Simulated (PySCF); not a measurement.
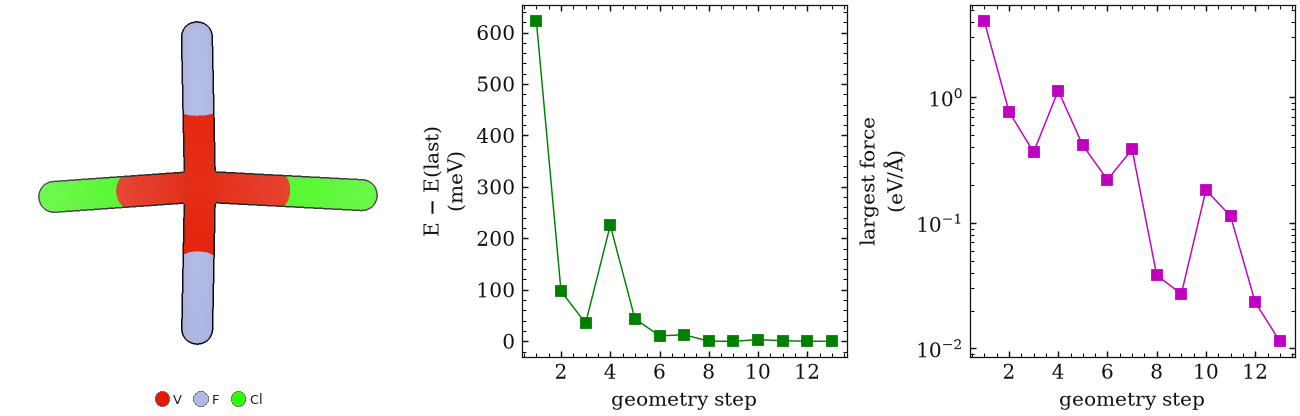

Beside the plot: the molecule at the start.

History of a geometry optimisation.

The run: VF2Cl2 (SMILES [F][V]([F])([Cl])[Cl]), multiplicity 2, by PySCF 2.14.0, density fitting, PBE0-D3(BJ)/def2-SVP, geometry optimisation.

> How did the optimisation end?

The optimisation met its thresholds at geometry 13, counting the start as the first. The energy fell by about 620 meV from the first step to the last, with a rise at step 4. The largest force goes from about 4 eV/Å at the start to 0.011 eV/Å at the end.
